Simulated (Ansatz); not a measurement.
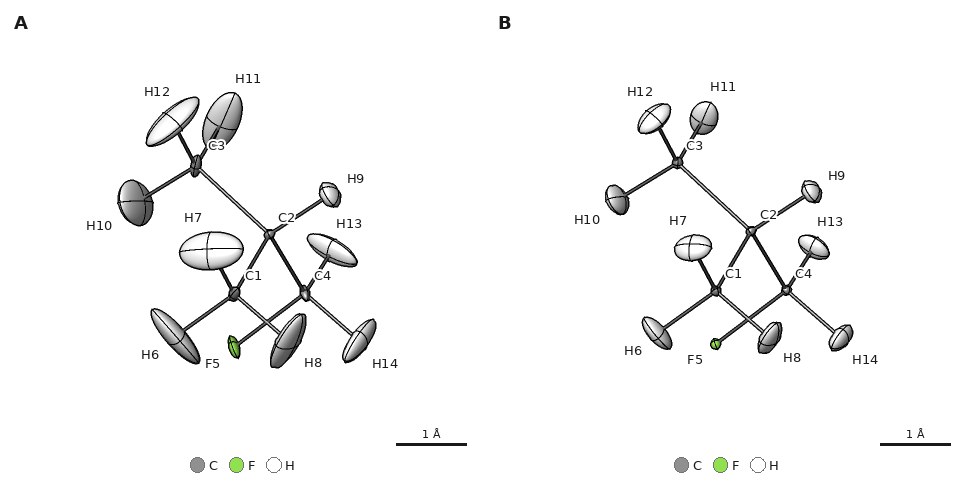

Displacement ellipsoids at the 50 % level, from the internal vibrations of the free molecule (harmonic, no overall translation or rotation; no half-axis is drawn under 0.075 Å). Vibrations computed with RKS PBE0-D4/def2-TZVP (Ansatz 0.2.0). One panel is for 100 K, the other for 600 K.

> Which panel is for 600 K?

A.

> How much does the mean-square displacement of F5 grow, and why?

U_eq goes from 0.0021 to 0.0084 Å², a factor of 4.0. Modes below kT (417 cm⁻¹ at 600 K) grow about in proportion to T, and the lowest lies at 123 cm⁻¹; the mean-square amplitude of a mode is its zero-point value times coth(ħω/2kT), which comes close to 1 only above about 3kT.
